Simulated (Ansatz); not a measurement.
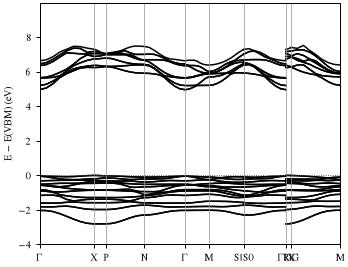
Band structure from the program Ansatz at the r²SCAN with spin–orbit coupling level (PAW)

### Question
Read off the gap and where the band edges lie.

### Answer
About 5.0 eV (4.97 eV by a search for the band edges); maximum at X, minimum at Γ.

The material is Cs2CaBr4 in space group I4/mmm (No. 139; Cs on 4e, Ca on 2a, Br on 4e, Br on 4c).

The first step of the workflow began from a Materials Project structure, measured or hypothetical; the Crystallography Open Database copy checked does not list it. Its standing as an ambient phase is unchecked. Symmetry was held in the r²SCAN relaxation; its stability against distortions is not shown here.

Potentials: the later of the program's two PAW sets.
